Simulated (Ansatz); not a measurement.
FGeH₂SiSn (charge +1)

Input file:

```
crystal:
  periodic: [false, false, false]
  atoms:
    - symbol: F
      position_ang: [-2.327574, -1.841955, -0.968003]
    - symbol: Ge
      position_ang: [0.443351, -3.198557, -2.580553]
    - symbol: Si
      position_ang: [-0.765785, -2.226806, -0.874344]
    - symbol: Sn
      position_ang: [-0.113251, -0.893212, -3.707364]
    - symbol: H
      position_ang: [-0.278687, -1.942586, 0.499011]
    - symbol: H
      position_ang: [-0.949046, -2.791343, -3.480440]
basis:
  gaussian: {orbitals: def2-TZVPD}
total_charge: 1
hamiltonian: {xc: {name: PBE0}}
output: {forces: true, orbitals: {seedname: orbitals}}
```

Launched as:

```sh
ansatz run input.yaml --threads 1 --pin off --max-ram 2610MiB --events-out events.jsonl --progress --plain --runs-dir runs
```

Geometry: r2SCAN-D4/def2-SVP; core potentials replace the inner electrons of Sn.

Theory: Ansatz, isolated molecule in a Gaussian basis; Kohn-Sham density functional theory, functional PBE0.

What can the converged electron density and electron localisation function tell about the bonding?

Si–F (1.61 Å): the density is about 1.1 e/Å³ at the midpoint; the ELF peaks at about 0.85 in the valence shell of F, 0.6 Å from its nucleus, and is about 0.40 at the midpoint.
Si–Ge (2.31 Å): ρ is about 0.59 e/Å³ halfway; the ELF peaks at about 0.85 between the atoms, as expected for localised, covalent bonding.
Si–H (1.48 Å): ρ at the midpoint is about 0.85 e/Å³; the ELF climbs to about 1 towards the hydrogen, as it does in any bond to H.
Ge–H (1.71 Å): ρ is about 0.69 e/Å³ halfway; the ELF climbs to about 1 towards the hydrogen.

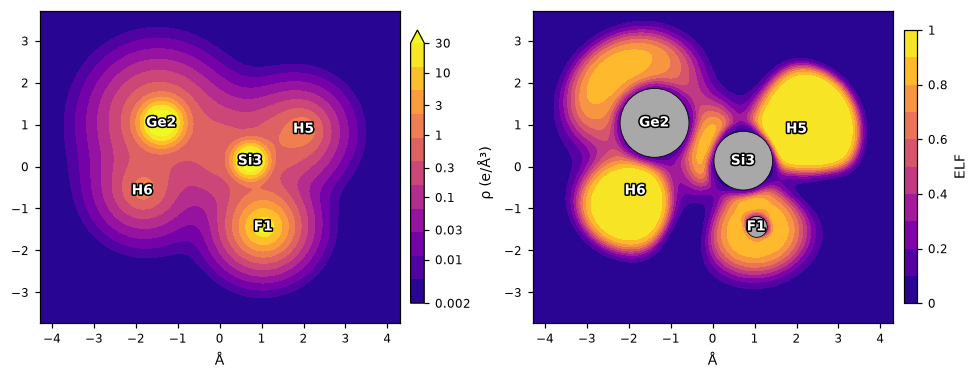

Computed electron density and electron localisation function on the plane of atoms F1, Si3 and H5, in this order. Grey discs cover the atomic cores in the ELF map. 
